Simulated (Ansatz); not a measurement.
**C2H7B2N: how energies converge with the basis set**

Aim: see how fast density functionals converge with the basis set for C2H7B2N.

Method: one geometry, several basis sets; program: Ansatz 0.2.0, Gaussian basis.

Plan: PBE0-D4/def2-SVP; ωB97M-V/def2-SVP; PBE0-D4/def2-QZVPP; ωB97M-V/def2-QZVPP; the functionals' def2-TZVPP values are taken from earlier runs.

## Step 1: Structure used throughout

The geometry comes from an earlier relaxation with PBE0-D4 in a triple-zeta def2 set; it is a stationary point, not always the lowest conformer.

SMILES `BC1BNC1`, 12 atoms, charge 0, spin multiplicity 1.

Atoms are counted from 1 here; the program's logs count them from 0.

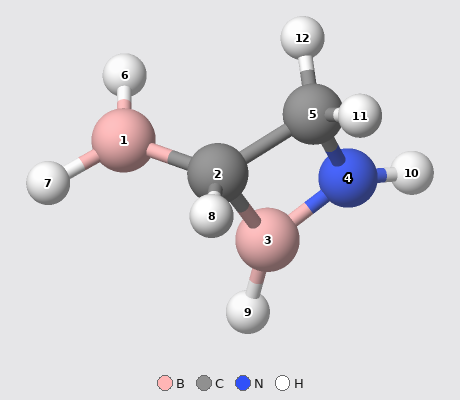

The structure; boron pink, carbon grey, nitrogen blue, hydrogen white; atoms are numbered from 1 in the order of the file.

## Step 2: PBE0-D4 in def2-SVP

in.yaml reads:

```yaml
crystal:
  periodic: [false, false, false]
  atoms:
    - {symbol: B, position_ang: [-1.229013, -0.903374, 0.807210]}
    - {symbol: C, position_ang: [-0.692149, 0.302039, 0.065126]}
    - {symbol: B, position_ang: [0.758104, 0.520744, 0.800767]}
    - {symbol: N, position_ang: [1.419021, 0.319196, -0.400083]}
    - {symbol: C, position_ang: [0.204556, 0.128878, -1.179774]}
    - {symbol: H, position_ang: [-0.815831, -2.003668, 0.556770]}
    - {symbol: H, position_ang: [-1.995142, -0.768505, 1.718785]}
    - {symbol: H, position_ang: [-1.286240, 1.217433, 0.098540]}
    - {symbol: H, position_ang: [1.158838, 0.765254, 1.895737]}
    - {symbol: H, position_ang: [2.366173, 0.314245, -0.739438]}
    - {symbol: H, position_ang: [0.050490, 0.906920, -1.933609]}
    - {symbol: H, position_ang: [0.138093, -0.854264, -1.655932]}
basis:
  gaussian: {orbitals: def2-SVP}
hamiltonian: {xc: pbe0, dispersion: d4}
output: {orbitals: {seedname: orbitals}}
```

The run is started by

```console
$ ansatz run in.yaml --threads 4 --pin off --events-out ev --progress --plain --max-ram 10444MiB
```

Further steps of the session: ωB97M-V in def2-SVP; PBE0-D4 in def2-QZVPP; ωB97M-V in def2-QZVPP.

**Question.** What will the summary of the whole plan be? Wanted: PBE0-D4: double and triple zeta above quadruple; ωB97M-V: double and triple zeta above quadruple.

As calculated:

```
                                       quantity          value
PBE0-D4: double and triple zeta above quadruple  5.70, 0.30 eV
ωB97M-V: double and triple zeta above quadruple  5.98, 0.28 eV
```

In words: For PBE0-D4 the step from double to triple zeta gains 5.41 eV and the next only 0.30 eV. Total energies overstate the basis error of differences, where much of it tends to cancel.
